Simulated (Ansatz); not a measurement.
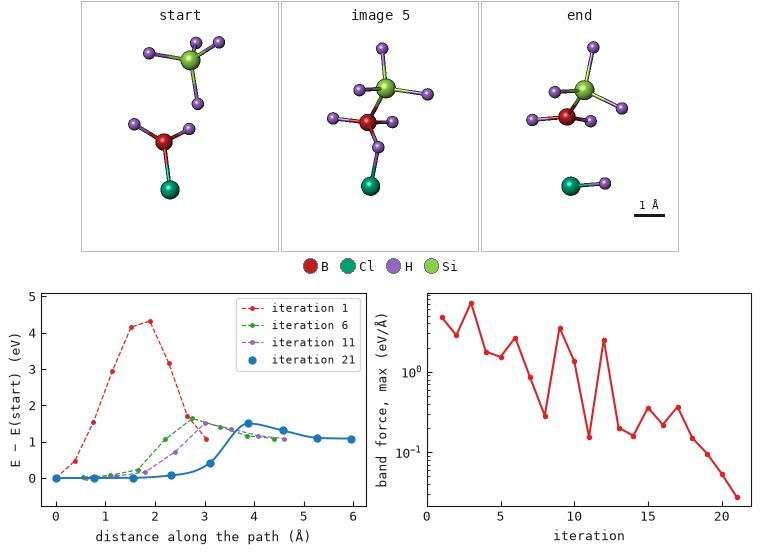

A search for the minimum-energy path of BSiH6Cl, made up at the start of BH$_{2}$Cl and SiH4 by the nudged elastic band. Images are numbered from 0 (start) to 8 (end). The plot follows the band through its iterations. The picture is a ball-and-stick view, seen from a free direction.

Computed with Ansatz, RKS B3LYP-D4/def2-SVP. Set-up: 7 movable images; climbing image; force threshold 0.05 eV/Å; iteration limit 60; starting path by straight interpolation.

**Judge this run.**

The run is converged, with reservations. The band converged in 21 iterations. The largest component of the band force went from 4.8 to 0.028 eV/Å. The climbing image converged on the top of the path. Its curvatures weren't checked. The straight starting path can push atoms close together and costs iterations. The first iteration put the highest image at 4.32 eV. The highest point, image 5, lies 1.50 eV above the start and 0.41 eV above the end; the end is at +1.09 eV relative to the start.

Limits of the set-up: the start holds two separate molecules, 2.6 Å apart at their closest, whose relative position is a soft coordinate.
